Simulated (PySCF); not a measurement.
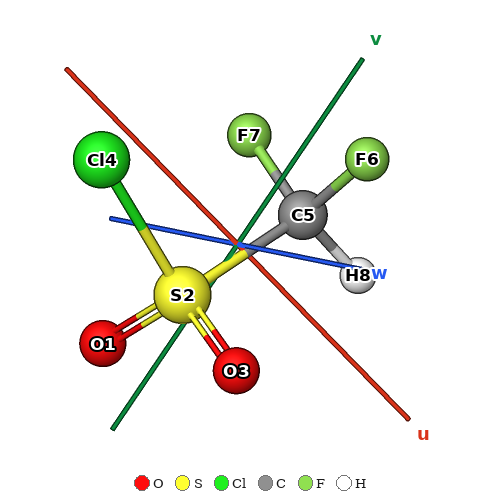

The lines u, v and w are the principal axes of the static dipole polarisability. The geometry was computed by an optimisation with GFN2-xTB. No frequency run is at hand to confirm it as a minimum. Computed with B3LYP/def2-SVPD (PySCF 2.14.0).

Question. Along which axis is the molecule most polarisable, and along which least?

Answer. Most along u, least along w.

Question. Give the three principal values.

Answer. u 65.0, v 54.7, w 51.9 bohr³; mean 57.2, anisotropy 11.9 bohr³.
